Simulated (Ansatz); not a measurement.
Base system: MoS₂ in the 3R-MoS2 type structure (space group R3m, No. 160; layered, stacked along the Cartesian z axis).

```xyz
3
Lattice="1.5877 0.9167 6.1953 -1.5877 0.9167 6.1953 0.0000 -1.8333 6.1953" Properties=species:S:1:pos:R:3 pbc="T T T"
Mo     0.0000     0.0000     0.0001
S      0.0000     0.0000    13.9450
S      0.0000     0.0000    10.8357
```

Cartesian axes are those of the cell as printed.

Structures relaxed with r2SCAN+rVV10 (Ansatz, a program for electronic structure), no spin-orbit coupling, earlier PAW set.

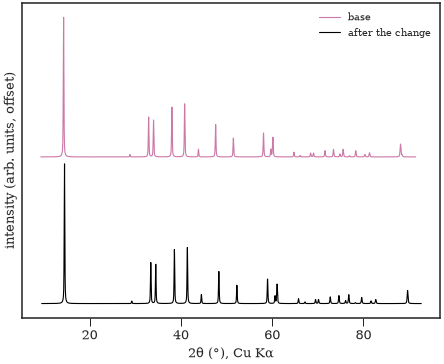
Figure. Simulated powder patterns before (top) and after one change

### Question
What was done to the base?
A. uniaxial stress, 5 GPa compression along z
B. isotropic strain −1.37 %
C. uniaxial strain ε_yy = +1.26 %
D. biaxial strain −4.13 %, plane normal [001], relaxed out of plane

### Answer
B, isotropic strain −1.37 %. Its volume per atom is 17.30 Å³ against 18.03 Å³, and its space group is R3m (No. 160).

Stability under load was not tested beyond the relaxation.
